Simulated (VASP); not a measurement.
Band structure of LiH (rock salt). Calculation: RPBE GGA, VASP's PBE PAW potentials (set 64) (plane waves; VASP).

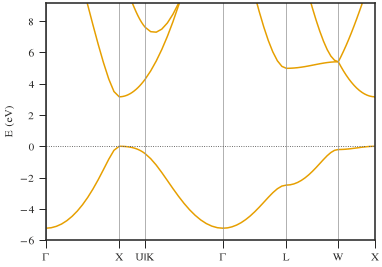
Bands along high-symmetry lines, zero at the valence-band maximum or, without a gap, the Fermi level

### Question
Read the plot: is there a gap, and where are the band edges?

### Answer
The gap is direct, 3.16 eV, from the valence maximum at X to the conduction minimum at X. (Edges off the drawn lines would not show.)

The compound is LiH in the rock salt structure. It was relaxed first.
